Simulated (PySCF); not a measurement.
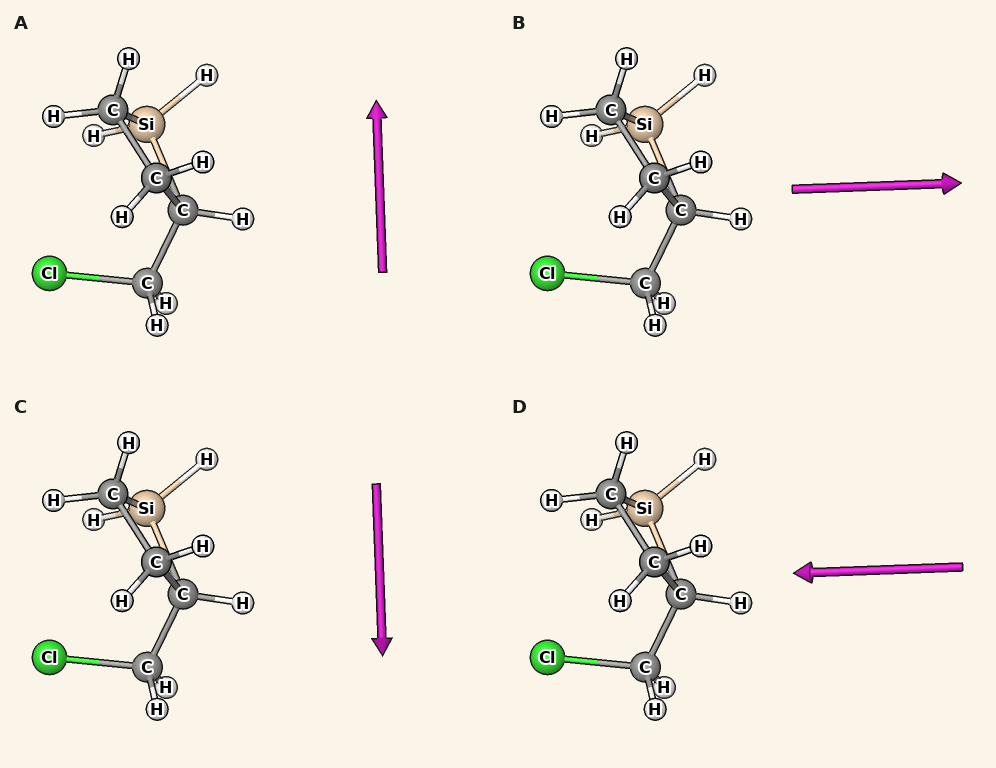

The same molecule four times, each with an arrow. The geometry was computed by an optimisation with GFN2-xTB. No frequency run is at hand to confirm it as a minimum. Properties computed with ωB97X-D/def2-SVPD, gas phase (PySCF 2.14.0).

Which arrow points along the dipole moment, from the negative to the positive end?

Answer. B. The dipole moment is 1.79 D.

The geometry is semi-empirical. Around Si such bond lengths and angles can be off by a tenth of an ångström or more and by several degrees, and values that hang on the shape move with them.
